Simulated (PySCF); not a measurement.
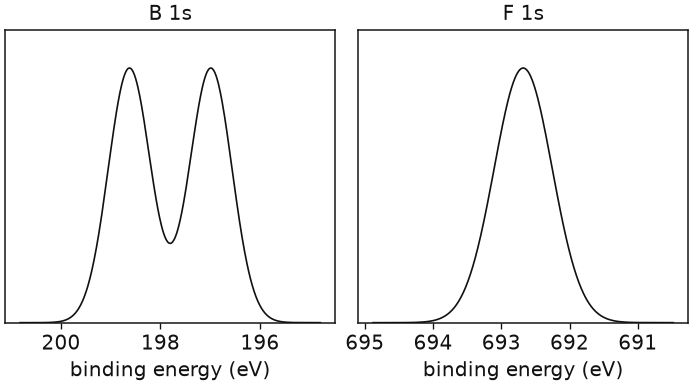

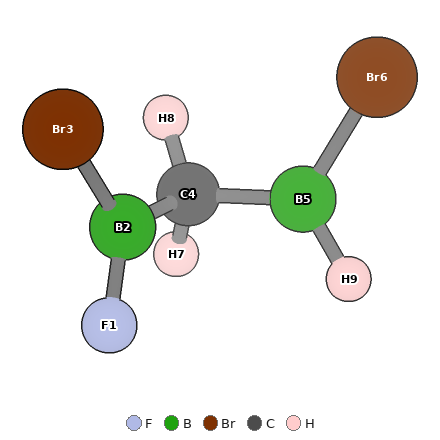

Simulated XPS of CH₃B₂Br₂F, SMILES FB(Br)CBBr. Vertical core-electron binding energies by ΔSCF (PBE0, pcX-2 on the ionised atom, pcseg-1 elsewhere, spin-free X2C; PySCF, at a PBE0-D3(BJ)/def2-SVP geometry (no frequency check)), gas phase, against the vacuum level. One atom of each kind was ionised; within a panel, areas follow the number of like atoms, each panel is scaled alone, Gaussians of 1.0 eV full width. Only the regions named are shown.

Question: Assign the components.

Answer:
```csv
level,atoms,binding energy (eV)
B 1s,B2,198.6
B 1s,B5,197.0
F 1s,F1,692.7
```

Question: How large is the chemical shift across the B 1s region?

Answer: 1.6 eV, from B5 at 197.0 eV to B2 at 198.6 eV.

Caveats: one conformer of a flexible molecule.
